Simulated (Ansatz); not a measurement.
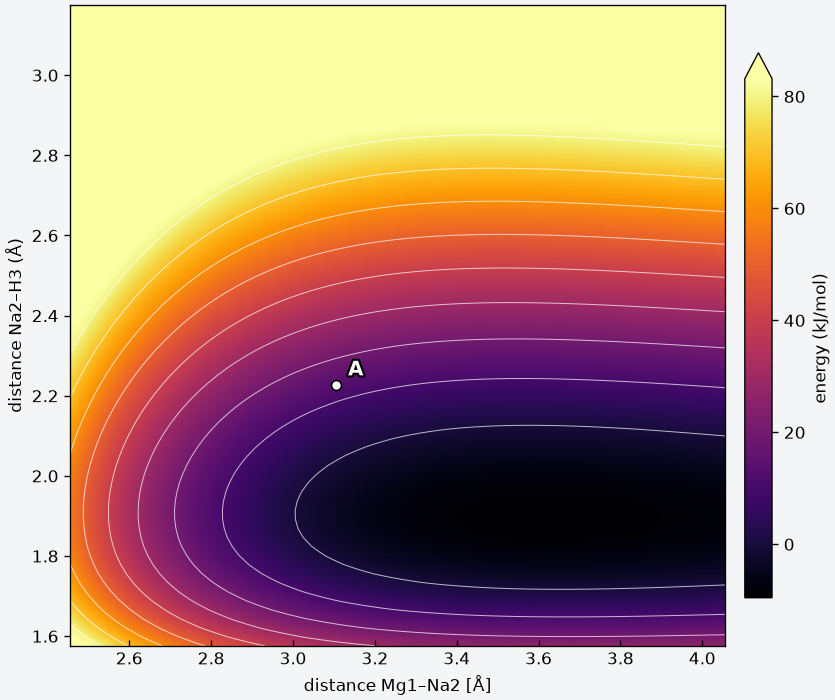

The system Mg + NaH. 
- First axis: distance Mg1–Na2. Second axis: distance Na2–H3.
- Nothing is relaxed (the angle Mg1–Na2–H3 is fixed at 180 degrees).
- Grid: 11 × 11 points.
- Points are written as (first, second).
- Energies: kJ/mol, counted from Mg far from the relaxed NaH (each part in its own basis).
- The reference is spin-restricted, so regions where a bond is pulled apart into radicals lie too high.
- The calculation used RKS wB97X-V/aug-cc-pVTZ in Ansatz.

In the figure: a smooth colour map with a few white contour lines, one colour for all values above the top of the scale, the point A. Between grid points the surface is interpolated.

Q: Which way does the force act at A, and how strong is it?

A: A, at (3.106 Å, 2.226 Å), is not a stationary point. The computed force is 29 kJ/mol for each Å towards larger values of distance Mg1–Na2 and 91 kJ/mol for each Å towards smaller values of distance Na2–H3.
